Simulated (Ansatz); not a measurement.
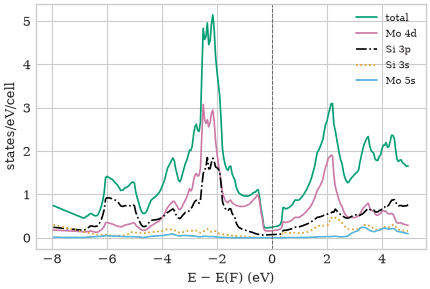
Fig. 1. Total and projected density of states of Si2Mo (MoSi2 or CaC2 type, space group No. 139), DFT-PBE in the program Ansatz with PAW potentials

Q: Which orbitals carry the states next to the Fermi level?

A: Within 0.5 eV of the Fermi level: Mo 4d 72 %, Si 3p 20 %, Si 3s 5 %. Projections are on Löwdin-orthogonalised atomic valence shells; empty p or d shells of many metals are not among them.

Q: Where is the tallest occupied peak in this window, and what makes it?

A: Near -2.1 eV, about 5.1 states/eV per cell; the largest projected share is Mo 4d.

Space group I4/mmm (MoSi2 or CaC2 type). Symmetry was held in the PBE relaxation. No spin polarisation was allowed. Scalar-relativistic: spin–orbit coupling is off unless named, which matters more the heavier the elements.

Potentials: the earlier of the program's two PAW sets.
